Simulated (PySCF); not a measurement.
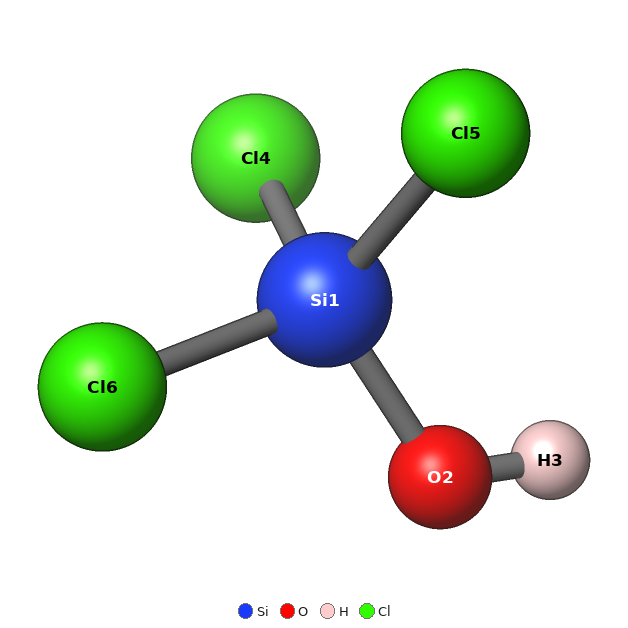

The geometry was computed by an optimisation with PBE0-D3(BJ)/def2-SVP. No frequency run is at hand to confirm it as a minimum. Method: delta-SCF UKS SCAN, pcX-2 on the ionised atom (unc-x2c-TZVPall on a metal), pcseg-1 elsewhere, spin-free X2C (PySCF 2.14.0).

Give the core-electron binding energies (to vacuum; p and d levels without spin–orbit splitting) of Si1 1s, Si1 2p, O2 1s, Cl4 1s, Cl4 2p.

```json
{"atom": "Si1", "level": "1s", "binding energy (eV)": "1850.3"}
{"atom": "Si1", "level": "2p", "binding energy (eV)": "110.3"}
{"atom": "O2", "level": "1s", "binding energy (eV)": "539.8"}
{"atom": "Cl4", "level": "1s", "binding energy (eV)": "2829.4"}
{"atom": "Cl4", "level": "2p", "binding energy (eV)": "207.3"}
```
